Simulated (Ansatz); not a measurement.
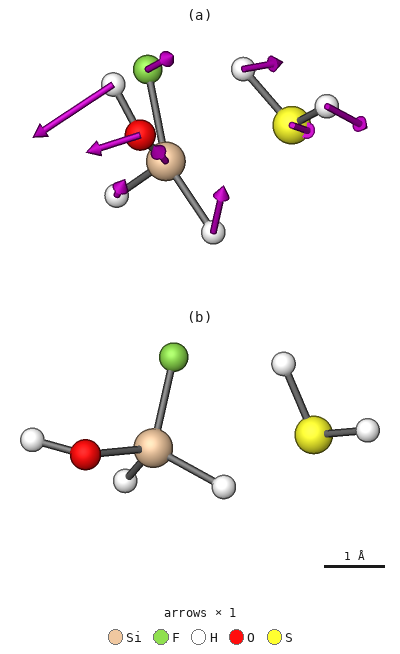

The structure of SiH5SOF (started from a transition state, displaced along its imaginary mode) before (top) and after (bottom) a relaxation, at one scale. The purple arrows give the displacements, at their true length.

A ball-and-stick model, seen from a free direction.

Computed with RKS PBE0-D4/def2-TZVP in Ansatz. (force threshold 0.005 eV/Å; at most 200 steps)

Question: What changed between the two?

Answer: The largest move after the best rigid fit is that of an H atom, 1.64 Å. Largest moves by element: H 1.64 Å, O 0.98 Å, F 0.92 Å, S 0.86 Å, Si 0.60 Å. Among the contacts that change: S–Si 2.512 → 3.660 Å, H–S 1.256 → 1.342 Å, F–Si 1.677 → 1.602 Å, H–Si 1.523 → 1.473 Å. Among the angles between lasting bonds that change: F–Si–H 158.6° → 108.6°, F–Si–O 90.0° → 109.8°, H–Si–O 129.2° → 111.3°. The energy falls by 35.9 kcal/mol in 29 accepted moves (30 points after the start). The largest force component goes from 2.8 to 0.00094 eV/Å. The line search rejected the trial step at point 13 of the run. The run took 2.5 min on 4 threads of Intel Xeon @ 2.50GHz (shared host).
